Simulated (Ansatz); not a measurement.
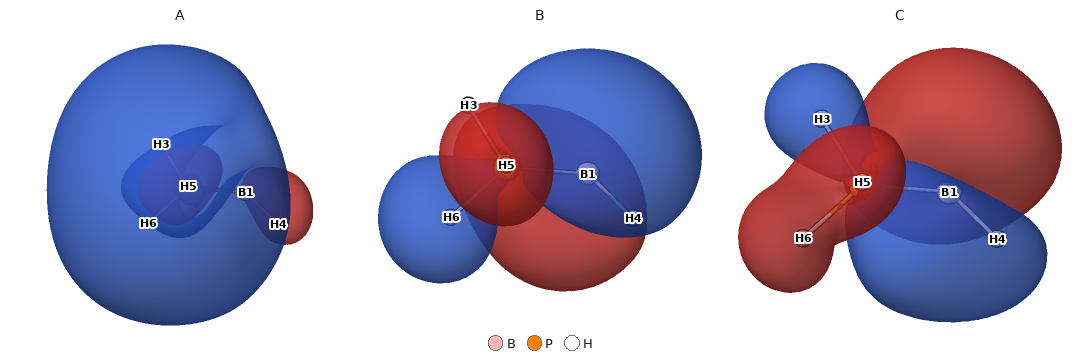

The picture shows: BH4P (triplet). Three frontier orbitals at ±0.04 Å⁻³ᐟ² (blue and red are the two phases), in no order.

Geometry: r2SCAN-D4/def2-SVP.

Theory: isolated molecule in a Gaussian basis; Kohn-Sham density functional theory, functional PBE0 in Ansatz 0.2.0.

The calculation's input:

```
crystal:
  periodic: [false, false, false]
  atoms:
    - {symbol: B, position_ang: [-0.394774, -0.511141, -1.082896]}
    - {symbol: P, position_ang: [-1.019230, -0.021589, 0.563237]}
    - {symbol: H, position_ang: [-0.349283, 1.106125, 1.102168]}
    - {symbol: H, position_ang: [-0.713772, -1.402414, -1.820454]}
    - {symbol: H, position_ang: [-0.938179, -0.895003, 1.704574]}
    - {symbol: H, position_ang: [-2.377703, 0.406532, 0.771941]}
basis:
  gaussian:
    orbitals: def2-TZVPD
magnetization:
  spin_polarized: true
  initial_magnetization: 2
hamiltonian:
  xc: {name: PBE0}
output: {forces: true, orbitals: {seedname: orbitals}}
```

Run with:

```sh
ansatz run input.yaml --threads 1 --pin off --max-ram 2610MiB --events-out events.jsonl --progress --plain --runs-dir runs
```

> Order the three orbitals by energy and name them. All are α orbitals.

C is the HOMO−1 (α) (−5.79 eV). By Hirshfeld shares it lies mainly on B1 (about 65 %) and P2 (about 20 %). B is the HOMO (α) (−5.19 eV). Its weight (Hirshfeld) is mainly on B1 (about 60 %) and P2 (about 25 %). A is the LUMO (α) (−0.27 eV). It lies mainly on P2 (about 30 %), H3 (about 20 %), H6 (about 20 %), H5 (about 20 %) and B1 (about 15 %).

> What is the gap between the highest occupied and lowest empty α orbitals?

4.92 eV between the orbital energies.
